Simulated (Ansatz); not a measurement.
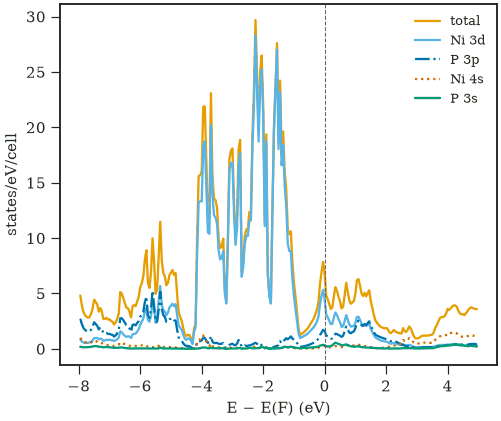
Fig. 1. Total and projected density of states of Ni2P in space group P-62m (No. 189; Ni on 3g, Ni on 3f, P on 2c, P on 1b), PBEsol in the plane-wave PAW code Ansatz

Question: Which orbitals carry the states next to the Fermi level?

Answer: Within 0.5 eV of the Fermi level: Ni 3d 65 %, P 3p 23 %, P 3s 6 %. Projections are on Löwdin-orthogonalised atomic valence shells; empty p or d shells of many metals are not among them.

Question: Where is the tallest occupied peak in this window, and what makes it?

Answer: Near -2.2 eV, about 30 states/eV per cell; the largest projected share is Ni 3d.

The workflow started from a Materials Project entry (that database holds measured and hypothetical structures alike); the Crystallography Open Database files this formula in space group No. 189, but the cells were not matched. Its standing as an ambient phase is unchecked. Symmetry was held in the PBEsol relaxation; its stability against distortions is not shown here. The run is not spin-polarised. The program gave a warning on the electronic state, which may not be the lowest.

Potentials: the later of the program's two PAW sets.
